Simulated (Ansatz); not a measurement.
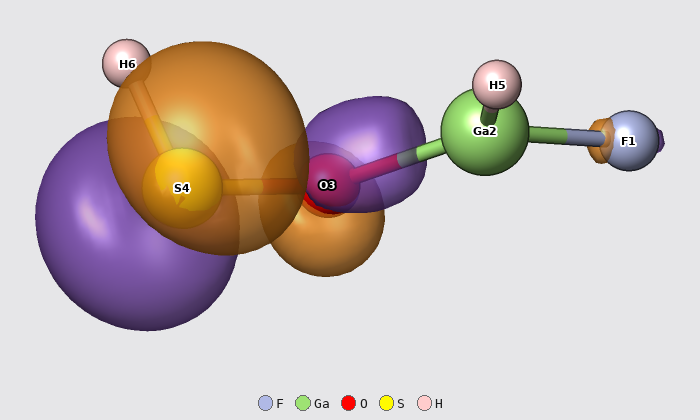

*FGaH$_{2}$OS. The HOMO at ±0.15 Å⁻³ᐟ² (orange and purple are the two phases), seen from one side.*

Theory: Ansatz, RKS PBE/def2-mTZVP.

The calculation's input:

```
crystal:
  periodic: [false, false, false]
  atoms:
    - { symbol: F, position_ang: [-0.54104, -2.50002, 0.18949] }
    - { symbol: Ga, position_ang: [0.38363, -1.0423, 0.29071] }
    - { symbol: O, position_ang: [-0.67811, 0.35766, 0.03837] }
    - { symbol: S, position_ang: [-0.44811, 2.00883, 0.10351] }
    - { symbol: H, position_ang: [1.87621, -1.06265, 0.59272] }
    - { symbol: H, position_ang: [-0.59258, 2.23849, -1.21481] }
basis:
  gaussian: { orbitals: def2-mTZVP }
hamiltonian:
  xc: pbe
relax:
  f_tol: 0.02
  max_steps: 50
output:
  orbitals: {}
```

Launched as:

```sh
ansatz run input.yaml --threads 2 --pin off --max-ram 3072MiB --backend cpu --events-out ev --progress --plain --runs-dir out
```

The fields are those of the run's last geometry, not of the input's.

Describe this orbital and give its energy.

Answer. Its weight (Hirshfeld) is mainly on S4 (about 70 %) and O3 (about 20 %). Its energy is −5.69 eV.
